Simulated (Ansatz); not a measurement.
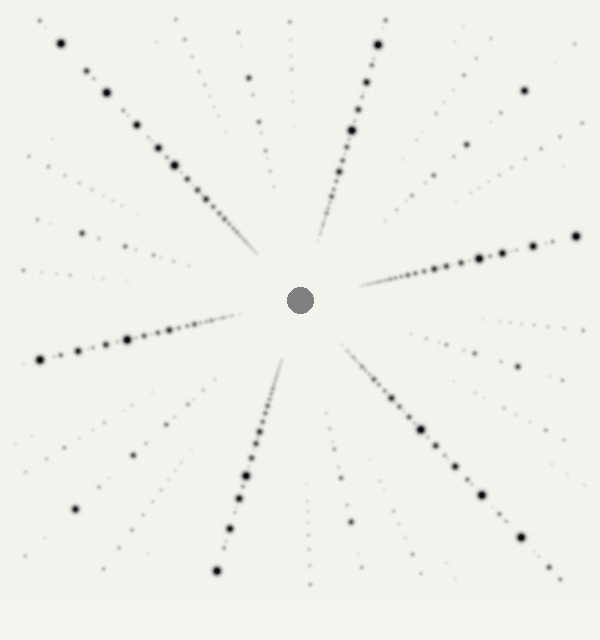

Simulated back-reflection Laue pattern (white X-rays, 0.45 to 2.2 Å, flat plate covering ±45° about the beam, kinematic intensities, seen from the source).

What symmetry does the pattern show?

Answer. 3m: a threefold axis with three mirror lines.

The crystal is ZrCd2, space group R-3m (No. 166), a = 3.12 Å, c = 23.60 Å (hexagonal axes). Structure: the geometry relaxed with DFT PBE, scalar-relativistic, plane waves, PAW (Ansatz); the starting structure was generated, so it need not be a known form of this composition.

Which direction points towards the source?

Answer. [001] or one equivalent to it by a rotation of the Laue group. In Laue class -3m no other family of directions with a member of indices 0 and ±1 has this symmetry.
